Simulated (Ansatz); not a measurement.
## Electronic structure of AlH7OSi2 in real space

The calculation's input:

```
crystal:
  periodic: [false, false, false]
  atoms:
    - { symbol: Al, position_ang: [-2.2374, 1.4815, -0.2075] }
    - { symbol: Si, position_ang: [-0.4801, 0.1835, 0.4822] }
    - { symbol: O, position_ang: [0.3845, -0.3116, -0.913] }
    - { symbol: Si, position_ang: [1.7834, -1.2667, -0.3036] }
    - { symbol: H, position_ang: [-2.5918, 1.5604, -1.8034] }
    - { symbol: H, position_ang: [-2.4896, 2.9392, 0.5259] }
    - { symbol: H, position_ang: [0.4004, 0.9867, 1.3854] }
    - { symbol: H, position_ang: [-0.9728, -0.9671, 1.1909] }
    - { symbol: H, position_ang: [2.5274, -1.7275, -1.3894] }
    - { symbol: H, position_ang: [1.1848, -2.4514, 0.4362] }
    - { symbol: H, position_ang: [2.5565, -0.4839, 0.6171] }
basis:
  gaussian: { orbitals: "6-31G*" }
hamiltonian:
  xc: b3lyp
  dispersion: d4
relax:
  f_tol: 0.015
  max_steps: 40
output:
  orbitals: {}
```

Run with:

```sh
ansatz run input.yaml --threads 1 --pin off --max-ram 2048MiB --backend cpu --events-out ev --progress --plain --runs-dir out
```

The fields are those of the relaxed geometry.

The calculation used Ansatz 0.2.0, RKS B3LYP-D4/6-31G*.

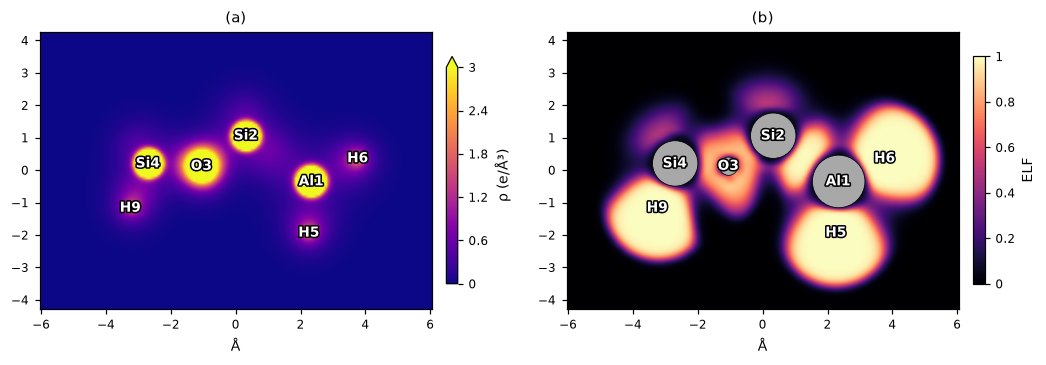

Figure 1. (a) total electron density; (b) electron localisation function on the plane of atoms H5, Al1 and H6. Grey discs cover the atomic cores in the ELF map.

### Describe what can be read from this map.

The section cuts through Al, Si, O and H sites.
Si–O (1.65 Å): the density is about 1.1 e/Å³ at the midpoint; the ELF peaks at about 0.85 between the atoms (a shared but strongly polarised pair).
Al–Si (2.46 Å): ρ at the midpoint is about 0.52 e/Å³; the ELF peaks at about 1 between the atoms (localised, covalent bonding).
Si–H (1.48 Å): ρ is about 0.79 e/Å³ halfway; the ELF climbs to about 1 towards the hydrogen, as it does in any bond to H.
Al–H (1.59 Å): ρ is about 0.51 e/Å³ halfway; the ELF climbs to about 1 towards the hydrogen.
The ELF also peaks beside O3, away from the bonds: lone-pair regions.

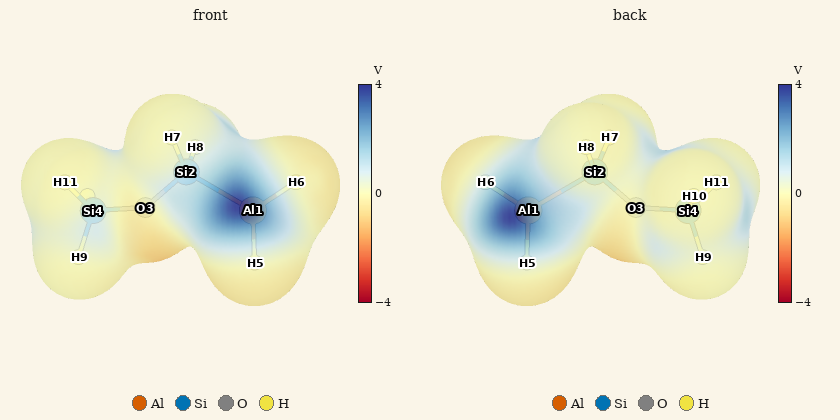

Figure 2. The molecular electrostatic potential painted on the density surface at 0.002 e/bohr³, seen from the front and from behind; the colour scale runs from red (negative) to blue (positive).

### Describe the electrostatic potential map.

The most negative region (about −0.9 V) lies over O3, the most positive (about +3.8 V) over Al1.

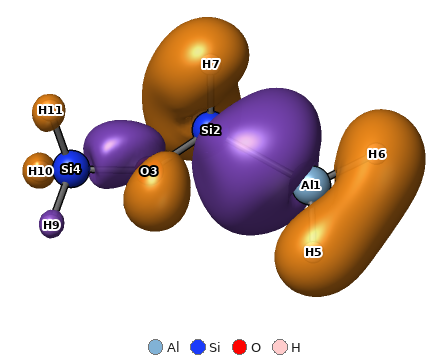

Figure 3. The HOMO at ±0.06 Å⁻³ᐟ² (orange and purple are the two phases), seen at a tilt.

### What is the character of this orbital?

Its weight (Hirshfeld) is mainly on Si2 (about 35 %), Al1 (about 30 %), O3 (about 10 %) and H6 (about 5 %). Its energy is −7.08 eV.
